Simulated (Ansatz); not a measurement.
# FH2SSi: the cost of one run

All numbers below are computed with Ansatz 0.2.0 (UKS PBE0-D4/def2-SVP).

### 1 The structure to begin with

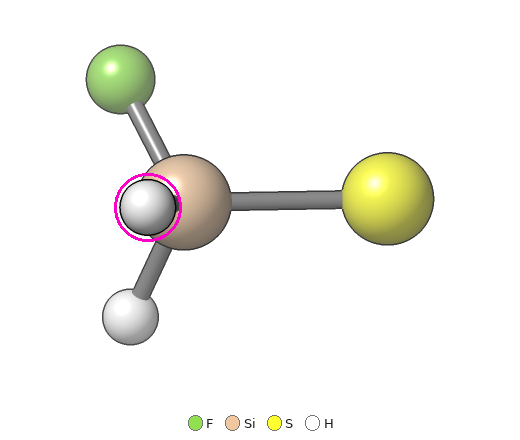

Start, viewed from a chosen angle; fluorine green, silicon light orange, sulfur yellow, hydrogen white. Ringed: H5.

Coordinates:

```xyz
5

F    -0.3612    0.0044    1.5800
Si    0.0738   -0.0844    0.0458
S    -1.2072    1.1114   -1.2045
H     0.0622   -1.4910   -0.3817
H     1.4823    0.3860   -0.0810
```

### 2 End point A

Input file input.yaml:

```yaml
crystal:
  periodic: [false, false, false]
  atoms:
    - { symbol: F, position_ang: [-0.3612, 0.0044, 1.58] }
    - { symbol: Si, position_ang: [0.0738, -0.0844, 0.0458] }
    - { symbol: S, position_ang: [-1.2072, 1.1114, -1.2045] }
    - { symbol: H, position_ang: [0.0622, -1.491, -0.3817] }
    - { symbol: H, position_ang: [1.4823, 0.386, -0.081] }
magnetization:
  spin_polarized: true
  initial_magnetization: 1
basis:
  gaussian: { orbitals: def2-SVP }
hamiltonian:
  xc: pbe0
  dispersion: d4
relax:
  f_tol: 0.02
  max_steps: 50
```

Command:

```sh
$ ansatz run input.yaml --threads 1 --pin off --max-ram 2048MiB --backend cpu --events-out ev --progress --plain --runs-dir out
```

**Question.** How long does this run take on 1 thread of Arm Neoverse N1, shared host, and how much memory does it need?

About 40 s, with a peak of 0.15 GiB.
